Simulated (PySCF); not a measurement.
## Electronic structure of TlBr in real space

```yaml
atoms:
  - { symbol: Tl, position_ang: [0.0000, 0.0000, -0.7375] }
  - { symbol: Br, position_ang: [0.0000, 0.0000, 1.9155] }
```

Core potentials replace the inner electrons of Tl.

Computed with PBE0/cc-pVTZ(-PP), non-relativistic Hamiltonian with scalar-relativistic core potentials where named, at a bond length of 2.653 Å in PySCF 2.14.0.

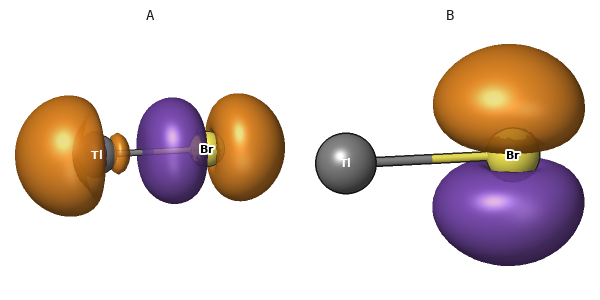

Figure 1. Two frontier orbitals, each drawn at the value that holds 80 % of its norm (orange and purple are the two phases), in no order; of a degenerate pair one member is drawn.

Question: Name the orbitals and rank them from lowest to highest energy.

Answer: Orbital B: π, occupied, −7.37 eV; mainly on Br (90 %).
Orbital A: σ, occupied, −7.19 eV; shared between the atoms (Tl 35 %, Br 65 %).

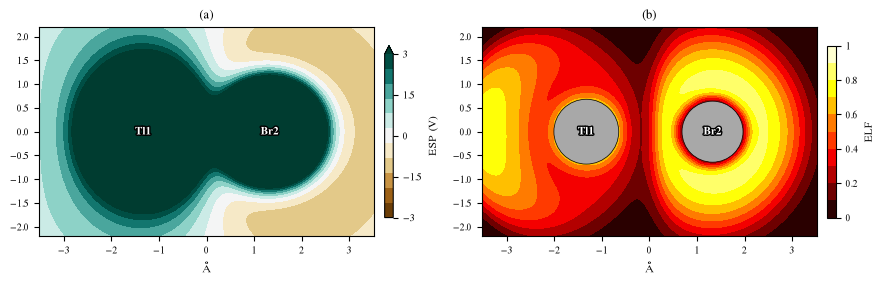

Figure 2. (a) molecular electrostatic potential; (b) electron localisation function on a plane that holds the molecular axis. Grey discs cover the atomic cores in the ELF map.

Question: Read the bonding off the picture.

Answer:
- Atoms in the plane: Tl and Br.
- Tl–Br (2.65 Å): the ELF peaks at about 0.75 in the valence shell of Br, 1.0 Å from its nucleus, and drops to about 0.20 between the two atoms.
- The ELF also peaks beside Br2, away from the bonds: lone-pair regions.
- Outside the dense part of the molecule the potential is most negative (−1.1 V) near Br2.

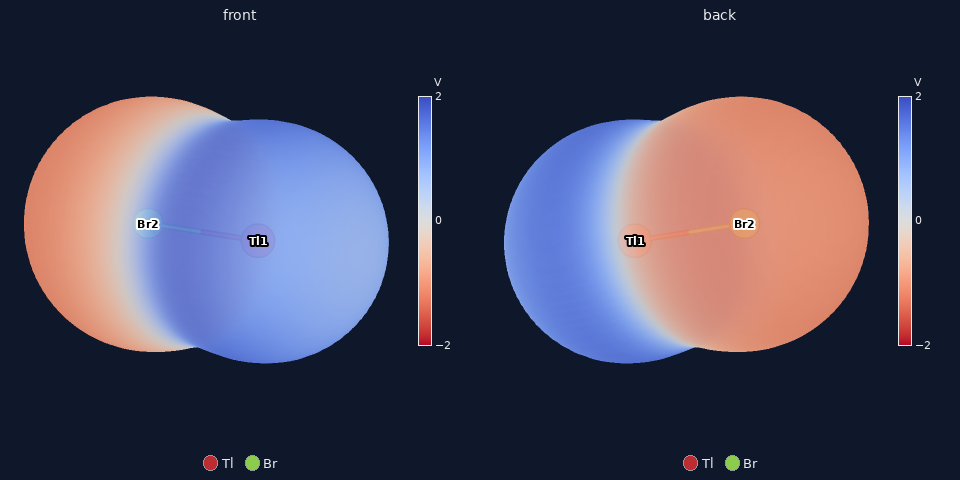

Figure 3. The molecular electrostatic potential painted on the density surface at 0.001 e/bohr³, seen from the front and from behind; the colour scale runs from red (negative) to blue (positive).

Question: Where is the surface potential most negative and most positive?

Answer: The most negative region (about −1.1 V, or −25 kcal/mol for a unit charge) lies over Br2, the most positive (about +1.5 V, or +35 kcal/mol for a unit charge) over Tl1.
